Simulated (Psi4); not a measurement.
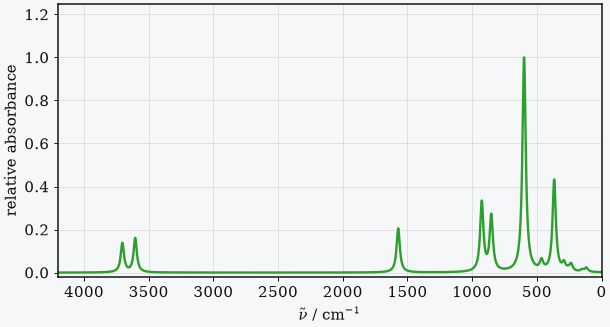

Unscaled harmonic wavenumbers and double-harmonic intensities, PBE0/def2-TZVP (dispersion D4) in Psi4, at a geometry relaxed at this level, isolated molecule. Modes within 2 cm⁻¹ of each other count as one line, with their intensities summed. Lorentzian lines of 30 cm⁻¹ full width. Close modes add up in the curve.

> Whose IR spectrum is this?
A. SiNH₂Cl₃, SMILES N[Si](Cl)(Cl)Cl
B. SiHSeF₃, SMILES F[Si](F)(F)[SeH]
C. C₃H₈, SMILES CCC

Option A. It has its most intense lines at 597.6, 366.1 and 601.0 cm⁻¹.
